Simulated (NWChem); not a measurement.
# A workflow on the pair CH5FSi···SiNH2Cl

Wanted: the energy (singlet CH7ClFNSi2, B97-D/cc-pVDZ), then the energy (singlet CH5FSi, B97-D/cc-pVDZ), then the energy (singlet SiNH2Cl, B97-D/cc-pVDZ), then a single-point energy (singlet CH5FSi, B97-D/cc-pVDZ), then a single-point energy (singlet SiNH2Cl, B97-D/cc-pVDZ) of CH7ClFNSi2 and its partners. 

The calculation is run with NWChem 7.3.0.

### Step 1. Starting point

CH7ClFNSi2: 13 atoms, total charge 0, spin state singlet. The two molecules were placed rigidly side by side, at 1.1 times their contact distance; the pair isn't optimised.

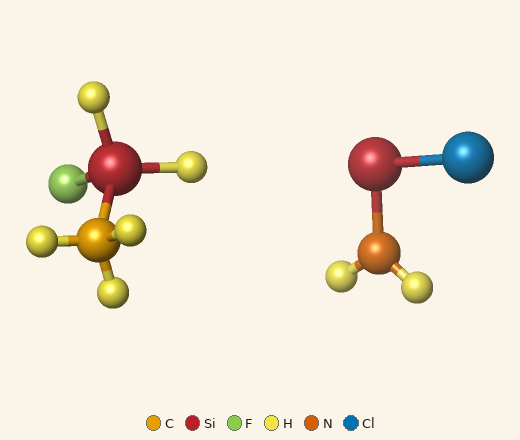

The structure, seen from a chosen angle (carbon amber, silicon red, fluorine green, hydrogen yellow, nitrogen orange, chlorine blue).

### Step 2. The energy at B97-D/cc-pVDZ (run 1)

The input, ch7clfnsi2.nw:

```
start ch7clfnsi2
title "CH7ClFNSi2 B97-D"
memory total 2200 mb
charge 0

geometry units angstroms noautosym nocenter noautoz
   C       -0.532920       0.707460      -0.430010
   Si       0.436880      -0.634840       0.402190
   F        1.934980      -0.642440      -0.171810
   H       -0.573920       0.549660      -1.510110
   H       -1.558220       0.720360      -0.049510
   H       -0.088720       1.687460      -0.241410
   H        0.527170      -0.413640       1.867690
   H       -0.145220      -1.974040       0.132990
   N       -1.408840      -5.142370      -2.306570
   Si      -1.354850      -5.352070      -0.619840
   Cl      -3.328390      -6.025650      -0.337570
   H       -0.602250      -4.813950      -2.816170
   H       -2.205760      -5.318950      -2.900760
end

basis spherical bse
   * library cc-pVDZ
end

dft
   xc becke97-d
   grid fine
   convergence energy 1e-08
   iterations 100
   mulliken
   noprint "final vectors analysis"
end

task dft
```

On the command line:

```
$ nwchem ch7clfnsi2.nw > ch7clfnsi2.out
```

Log:

```text
[...]
          Wavefunction type:  closed shell.
          No. of atoms     :    13
          No. of electrons :    74
[...]
          Charge           :     0
          Spin multiplicity:     1
[...]
          AO basis - number of functions:   131
[...]
              XC Information
              --------------
                   Becke 97-D Method XC Functional
                  Becke 1997-D Exchange Functional  1.000
                Becke 1997-D Correlation Potential  1.000
[...]
 d= 0,ls=0.0,diis     1  -1236.0091998589 -1.60D+03  1.16D-02  7.78D-01     8.3
[...]
 d= 0,ls=0.0,diis    11  -1236.1022571093 -5.27D-09  2.70D-07  2.32D-09    62.8
         Total DFT energy =    -1236.102257109274
      One electron energy =    -2434.459392879532
           Coulomb energy =      929.424281884921
    Exchange-Corr. energy =      -95.561233255230
 Nuclear repulsion energy =      364.502374418645
    Dispersion correction =       -0.008287278078
[...]
      Total Density - Mulliken Population Analysis
     ---------------------------------------------
    Atom       Charge   Shell Charges
 -----------   ------   -------------------------------------------------------
    1 C    6     6.17   2.01  0.66  0.43  2.13  0.91  0.02
    2 Si  14    13.46   2.00  2.03  0.79  0.31  6.01  1.41  0.53  0.39
    3 F    9     9.30   2.01  0.89  1.01  3.36  2.03  0.00
    4 H    1     0.96   0.75  0.18  0.03
    5 H    1     0.96   0.75  0.18  0.03
    6 H    1     0.96   0.75  0.17  0.03
    7 H    1     1.10   0.75  0.34  0.01
    8 H    1     1.10   0.75  0.33  0.01
    9 N    7     7.19   2.01  0.76  0.61  2.45  1.34  0.01
   10 Si  14    13.74   2.00  2.02  0.97  0.79  6.01  1.11  0.58  0.27
[...]
```

It took 64 s on 1 thread of Intel Xeon 6975P-C (Granite Rapids), shared host; peak memory 0.12 GiB.

### Step 3. CH5FSi: the energy at B97-D/cc-pVDZ (run 2)

The input, work.nw:

```
start work
title "CH5FSi B97-D"
memory stack 880 mb heap 220 mb global 1100 mb
charge 0

geometry units angstroms noautosym nocenter noautoz
 C    -0.532920    0.707460   -0.430010
 Si    0.436880   -0.634840    0.402190
 F     1.934980   -0.642440   -0.171810
 H    -0.573920    0.549660   -1.510110
 H    -1.558220    0.720360   -0.049510
 H    -0.088720    1.687460   -0.241410
 H     0.527170   -0.413640    1.867690
 H    -0.145220   -1.974040    0.132990
end

basis spherical bse
 * library cc-pVDZ
end

dft
 xc becke97-d
 mult 1
 grid fine
 convergence energy 1e-08
 maxiter 100
 mulliken
 print low
end

task dft energy
```

On the command line:

```
$ nwchem work.nw > work.out
```

Log:

```text
[...]
 d= 0,ls=0.0,diis     1   -430.3701219284 -5.46D+02  1.57D-02  4.30D-01     2.0
[...]
 d= 0,ls=0.0,diis     8   -430.4197803816  2.22D-09  5.97D-06  3.30D-07    12.4
         Total DFT energy =     -430.419780381577
      One electron energy =     -825.616116056013
           Coulomb energy =      317.933935067289
    Exchange-Corr. energy =      -38.691234896714
 Nuclear repulsion energy =      115.959123969436
    Dispersion correction =       -0.005488465574
[...]
      Total Density - Mulliken Population Analysis
     ---------------------------------------------
    Atom       Charge   Shell Charges
 -----------   ------   -------------------------------------------------------
    1 C    6     6.17   2.01  0.66  0.43  2.13  0.91  0.02
    2 Si  14    13.45   2.00  2.03  0.79  0.31  6.01  1.41  0.52  0.39
    3 F    9     9.30   2.01  0.89  1.01  3.36  2.03  0.00
    4 H    1     0.96   0.75  0.18  0.03
    5 H    1     0.96   0.75  0.18  0.03
    6 H    1     0.96   0.75  0.18  0.03
    7 H    1     1.10   0.75  0.34  0.01
    8 H    1     1.10   0.75  0.34  0.01
[...]
```

It took 13 s on 1 thread of Intel Xeon 6975P-C (Granite Rapids), shared host; peak memory 0.11 GiB.

### Step 4. SiNH2Cl: the energy at B97-D/cc-pVDZ (run 3)

The input, job.nw:

```
start job
title "ClH2NSi energy"
memory stack 880 mb heap 220 mb global 1100 mb

geometry units angstrom noautosym nocenter noautoz
   N    -1.408840   -5.142370   -2.306570
   Si   -1.354850   -5.352070   -0.619840
   Cl   -3.328390   -6.025650   -0.337570
   H    -0.602250   -4.813950   -2.816170
   H    -2.205760   -5.318950   -2.900760
end

basis spherical bse
   N library cc-pVDZ
   Si library cc-pVDZ
   Cl library cc-pVDZ
   H library cc-pVDZ
end

dft
   xc becke97-d
   mult 1
   grid fine
   convergence energy 1e-08
   iterations 100
   mulliken
   noprint "final vectors analysis"
end

task dft energy
```

On the command line:

```
$ nwchem job.nw > job.out
```

Log:

```text
[...]
          Wavefunction type:  closed shell.
          No. of atoms     :     5
          No. of electrons :    40
[...]
          Charge           :     0
          Spin multiplicity:     1
[...]
          AO basis - number of functions:    60
[...]
              XC Information
              --------------
                   Becke 97-D Method XC Functional
                  Becke 1997-D Exchange Functional  1.000
                Becke 1997-D Correlation Potential  1.000
[...]
 d= 0,ls=0.0,diis     1   -805.6378014361 -9.37D+02  1.70D-02  3.47D-01     2.3
[...]
 d= 0,ls=0.0,diis    11   -805.6813881895 -9.03D-10  3.20D-07  5.85D-10    16.3
         Total DFT energy =     -805.681388189496
      One electron energy =    -1374.563199829840
           Coulomb energy =      494.363219334026
    Exchange-Corr. energy =      -56.869784644192
 Nuclear repulsion energy =      131.390327837006
    Dispersion correction =       -0.001950886495
[...]
      Total Density - Mulliken Population Analysis
     ---------------------------------------------
    Atom       Charge   Shell Charges
 -----------   ------   -------------------------------------------------------
    1 N    7     7.19   2.01  0.76  0.61  2.45  1.34  0.01
    2 Si  14    13.74   2.00  2.02  0.97  0.79  6.01  1.11  0.58  0.27
    3 Cl  17    17.27   2.00  2.03  0.97  0.94  6.00  3.12  2.19  0.02
    4 H    1     0.90   0.73  0.11  0.06
    5 H    1     0.90   0.72  0.13  0.06
[...]
```

Run time: 17 s. Hardware: 1 thread of Intel Xeon 6975P-C (Granite Rapids), shared host; peak memory 0.11 GiB.

### Step 5. CH5FSi among ghost functions: the energy at B97-D/cc-pVDZ (with ghost functions) (run 4)

The input, input.nw:

```
START input
memory 2200 mb

GEOMETRY units angstrom noautosym nocenter noautoz
 C    -0.532920    0.707460   -0.430010
 Si    0.436880   -0.634840    0.402190
 F     1.934980   -0.642440   -0.171810
 H    -0.573920    0.549660   -1.510110
 H    -1.558220    0.720360   -0.049510
 H    -0.088720    1.687460   -0.241410
 H     0.527170   -0.413640    1.867690
 H    -0.145220   -1.974040    0.132990
 bqN     -1.408840    -5.142370    -2.306570
 bqSi    -1.354850    -5.352070    -0.619840
 bqCl    -3.328390    -6.025650    -0.337570
 bqH     -0.602250    -4.813950    -2.816170
 bqH     -2.205760    -5.318950    -2.900760
END

BASIS spherical bse
 C library cc-pVDZ
 Si library cc-pVDZ
 F library cc-pVDZ
 H library cc-pVDZ
 bqN library N cc-pVDZ
 bqSi library Si cc-pVDZ
 bqCl library Cl cc-pVDZ
 bqH library H cc-pVDZ
END

DFT
 xc becke97-d
 mult 1
 grid fine
 convergence energy 1e-08
 maxiter 100
 mulliken
 print low
END

TASK dft energy
```

On the command line:

```
$ nwchem input.nw > input.out
```

Log:

```text
[...]
 d= 0,ls=0.0,diis     1   -430.3701863093 -5.46D+02  8.53D-03  4.31D-01     5.9
[...]
 d= 0,ls=0.0,diis     8   -430.4198557238  2.15D-09  3.23D-06  3.29D-07    39.1
         Total DFT energy =     -430.419855723770
      One electron energy =     -825.611635064390
           Coulomb energy =      317.929048256498
    Exchange-Corr. energy =      -38.690904419739
 Nuclear repulsion energy =      115.959123969436
    Dispersion correction =       -0.005488465574
[...]
      Total Density - Mulliken Population Analysis
     ---------------------------------------------
    Atom       Charge   Shell Charges
 -----------   ------   -------------------------------------------------------
    1 C    6     6.17   2.01  0.66  0.43  2.13  0.91  0.02
    2 Si  14    13.46   2.00  2.03  0.79  0.31  6.01  1.41  0.52  0.39
    3 F    9     9.30   2.01  0.89  1.01  3.36  2.03  0.00
    4 H    1     0.96   0.75  0.18  0.03
    5 H    1     0.96   0.75  0.18  0.03
    6 H    1     0.96   0.75  0.18  0.03
    7 H    1     1.10   0.75  0.34  0.01
    8 H    1     1.09   0.75  0.33  0.01
    9 X    0    -0.00   0.00  0.00 -0.00  0.00 -0.00  0.00
   10 X    0     0.00  -0.00 -0.00 -0.00  0.00 -0.00 -0.00  0.00 -0.00
[...]
```

It took 40 s on 1 thread of Intel Xeon 6975P-C (Granite Rapids), shared host; peak memory 0.12 GiB.

### Step 6. SiNH2Cl among ghost functions: a single-point energy at B97-D/cc-pVDZ (with ghost functions) (run 5)

The input, clh2nsi.nw:

```
start clh2nsi
title "ClH2NSi"
memory total 2200 mb
charge 0

geometry units angstroms noautosym nocenter noautoz
  N    -1.408840   -5.142370   -2.306570
  Si   -1.354850   -5.352070   -0.619840
  Cl   -3.328390   -6.025650   -0.337570
  H    -0.602250   -4.813950   -2.816170
  H    -2.205760   -5.318950   -2.900760
  bqC     -0.532920     0.707460    -0.430010
  bqSi     0.436880    -0.634840     0.402190
  bqF      1.934980    -0.642440    -0.171810
  bqH     -0.573920     0.549660    -1.510110
  bqH     -1.558220     0.720360    -0.049510
  bqH     -0.088720     1.687460    -0.241410
  bqH      0.527170    -0.413640     1.867690
  bqH     -0.145220    -1.974040     0.132990
end

basis spherical bse
  N library cc-pVDZ
  Si library cc-pVDZ
  Cl library cc-pVDZ
  H library cc-pVDZ
  bqC library C cc-pVDZ
  bqSi library Si cc-pVDZ
  bqF library F cc-pVDZ
  bqH library H cc-pVDZ
end

dft
  xc becke97-d
  grid fine
  convergence energy 1e-08
  maxiter 100
  mulliken
  print low
end

task dft energy
```

On the command line:

```
$ nwchem clh2nsi.nw > clh2nsi.out
```

Log:

```text
[...]
 d= 0,ls=0.0,diis     1   -805.6379605400 -9.37D+02  7.79D-03  3.48D-01     6.2
[...]
 d= 0,ls=0.0,diis    11   -805.6815825293 -8.84D-10  1.47D-07  5.86D-10    55.8
         Total DFT energy =     -805.681582529286
      One electron energy =    -1374.551209724995
           Coulomb energy =      494.350125336752
    Exchange-Corr. energy =      -56.868875091554
 Nuclear repulsion energy =      131.390327837006
    Dispersion correction =       -0.001950886495
[...]
      Total Density - Mulliken Population Analysis
     ---------------------------------------------
    Atom       Charge   Shell Charges
 -----------   ------   -------------------------------------------------------
    1 N    7     7.19   2.01  0.76  0.61  2.45  1.34  0.01
    2 Si  14    13.74   2.00  2.02  0.97  0.79  6.01  1.11  0.58  0.27
    3 Cl  17    17.27   2.00  2.03  0.97  0.94  6.00  3.12  2.19  0.02
    4 H    1     0.90   0.73  0.11  0.06
    5 H    1     0.91   0.72  0.13  0.06
    6 X    0    -0.00  -0.00  0.00 -0.00 -0.00 -0.00  0.00
    7 X    0     0.00  -0.00 -0.00 -0.00 -0.00 -0.00 -0.00  0.00 -0.00
    8 X    0    -0.00   0.00  0.00 -0.00  0.00 -0.00 -0.00
    9 X    0     0.00   0.00  0.00 -0.00
   10 X    0     0.00  -0.00  0.00 -0.00
[...]
```

It took 57 s on 1 thread of Intel Xeon 6975P-C (Granite Rapids), shared host; peak memory 0.12 GiB.

### Step 7. What came out

```
                                                                                                                     quantity           value
                                                                                           run 1, B97-D/cc-pVDZ: total energy  -1236.10226 Eh
                                                                                          run 1, B97-D/cc-pVDZ: dipole moment          2.90 D
                                                                                      run 1, B97-D/cc-pVDZ: dispersion energy   -21.76 kJ/mol
                                                                                                         CH5FSi: total energy   -430.41978 Eh
                                                                                                    CH5FSi: dispersion energy   -14.41 kJ/mol
                                                                                                        SiNH2Cl: total energy   -805.68139 Eh
                                                                                                       SiNH2Cl: dipole moment          2.96 D
                                                                                                   SiNH2Cl: dispersion energy    -5.12 kJ/mol
                                                                                   CH5FSi among ghost functions: total energy   -430.41986 Eh
                                                                              CH5FSi among ghost functions: dispersion energy   -14.41 kJ/mol
                                                                                  SiNH2Cl among ghost functions: total energy   -805.68158 Eh
                                                                             SiNH2Cl among ghost functions: dispersion energy    -5.12 kJ/mol
              interaction energy of the rigid parts CH5FSi and SiNH2Cl (parts in their own basis; closest atoms 3.67 Å apart)       -0.030 eV
interaction energy of the rigid parts CH5FSi and SiNH2Cl (parts in the whole basis, counterpoise; closest atoms 3.67 Å apart)       -0.022 eV
```

The interaction energy of the rigid parts CH5FSi and SiNH2Cl (parts in their own basis; closest atoms 3.67 Å apart) is −0.03 eV (−0.7 kcal/mol): the parts attract. Without counterpoise this holds the superposition error of the basis. The interaction energy of the rigid parts CH5FSi and SiNH2Cl (parts in the whole basis, counterpoise; closest atoms 3.67 Å apart) is −0.02 eV (−0.5 kcal/mol): the parts attract. The basis-set superposition error is 0.7 kJ/mol. Mulliken charges (run 1, B97-D/cc-pVDZ) run from -0.30 on F3 to +0.54 on Si2; they depend strongly on the basis. Mulliken charges (CH5FSi) run from -0.30 on F3 to +0.55 on Si2. Mulliken charges (SiNH2Cl) run from -0.27 on Cl3 to +0.26 on Si2.
